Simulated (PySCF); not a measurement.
The calculation's input:

```
{"job": {"kind": "nmr", "xc": "PBE0", "basis": "pcSseg-1", "solvent": "water", "pop": false}, "charge": 0, "multiplicity": 1}
C      1.548011    -0.791303     1.030544
C      1.627098     0.590909     0.807114
C      1.123324     1.196132    -0.354330
Si    -0.396629     0.212511     0.892799
F     -1.200954     1.632327     1.017870
O     -1.055942    -0.691180    -0.254508
Si    -1.976553    -0.795016    -1.591581
H      1.616881    -1.457174     0.186944
H      1.923655    -1.186028     1.958472
H      1.868251     1.226201     1.649682
H      1.186059     0.654515    -1.285156
H      1.188924     2.267724    -0.444302
H     -0.844962    -0.330897     2.175482
H     -2.124518    -2.239012    -1.745298
H     -1.249023    -0.189253    -2.708138
H     -3.233621    -0.100456    -1.335594
```

Launched as:

```sh
OMP_NUM_THREADS=1 python ens_run.py task.json out
```

Geometry: GFN2-xTB.

Level of theory: PBE0/pcSseg-1, SCF density, in a water solvent model, non-relativistic in PySCF.

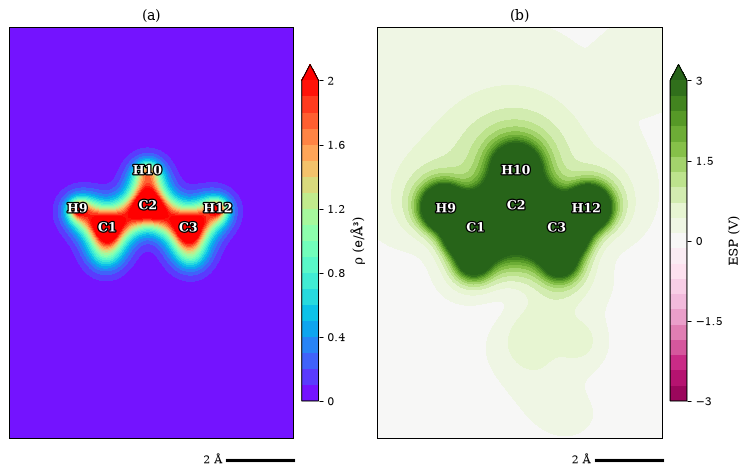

C3H9FOSi2. (a) electron density; (b) molecular electrostatic potential on the plane of atoms C2, C1 and H9.

Q: Interpret the plot.

A:
- The section cuts through C and H sites.
- C–C (1.40 Å): ρ is about 2 e/Å³ halfway.
- C–H (1.08 Å): ρ is about 2 e/Å³ halfway.
- The potential has no marked negative region in this plane.
